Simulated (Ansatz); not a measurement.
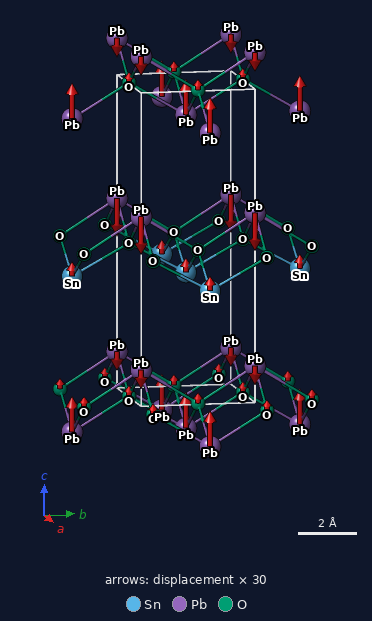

This is a relaxation of solid SnPb3O4 (a generated structure, set up in P4mm). The starting structure is drawn; red arrows show the displacements (the part carried along by the change of the cell is left out), magnified 30 times.

A ball-and-stick model of the cell of the calculation, seen slightly off an axis.

Theory: Ansatz, DFT PBE, scalar-relativistic, plane waves, PAW.

Input
```yaml
crystal:
  lattice:
    - [4.0413972938, 0.0, 0.0]
    - [0.0, 4.0413972938, 0.0]
    - [0.0, 0.0, 11.0210176512]
  atoms:
    - { symbol: Sn, position: [0.5, 0.5, 0.392438] }
    - { symbol: Pb, position: [0.0, 0.0, 0.116764] }
    - { symbol: Pb, position: [0.0, 0.0, 0.605528] }
    - { symbol: Pb, position: [0.5, 0.5, 0.894831] }
    - { symbol: O, position: [0.0, 0.5, 0.003539] }
    - { symbol: O, position: [0.0, 0.5, 0.49168] }
    - { symbol: O, position: [0.5, 0.0, 0.003539] }
    - { symbol: O, position: [0.5, 0.0, 0.49168] }
basis:
  ecutwfc: 420
kpoints:
  mp_grid: { grid: [8, 8, 4] }
hamiltonian:
  xc: pbe
scf:
  occupations: { method: gaussian, width: 0.02 }
output:
  forces: true
  stress: true
  eigenvalues: true
relax:
  adjacent_minimum: "off"
  f_tol: 0.01
  max_steps: 30
  cell: { stress_tol: 0.1, fix: [volume] }
```

Launched with:
```bash
ansatz run input.yaml --threads 4 --pin off --max-ram 8192MiB --backend cpu --events-out ev --progress --plain --runs-dir out
```

Q: What happened in the run?

A: The energy falls by 3.5 meV per atom in 3 accepted moves (5 points after the start). Largest force component: 0.38 eV/Å at the start, 0.0042 eV/Å at the end. The pressure goes from −1.92 to −0.27 GPa. The line search rejected the trial step at point 1 of the run. The SCF was repeated once at an unchanged geometry on a basis and grid sized afresh for the cell, which shifted the energy by 0.1 meV per atom at most. The atom that moves furthest relative to the cell is Pb3 (0.045 Å along −c). By element the largest moves are Pb 0.045 Å, Sn 0.018 Å, O 0.013 Å. The drawn cell changes at constant volume: a = b 4.041 → 4.009 Å (−0.8 %), c 11.021 → 11.198 Å (+1.6 %). Near-neighbour distances that change, for instance: Pb3–O6 2.379 → 2.356 Å, Pb2–O5 2.375 → 2.353 Å, Pb4–O5 2.349 → 2.330 Å, Sn1–O6 2.298 → 2.279 Å. The space group stays P4mm (No. 99). The run took 75 s on 4 threads of Arm Neoverse V2 (shared host), peak memory 0.67 GiB.

Limits of the set-up: layers or molecules are held without a dispersion correction, so their spacing is unreliable.
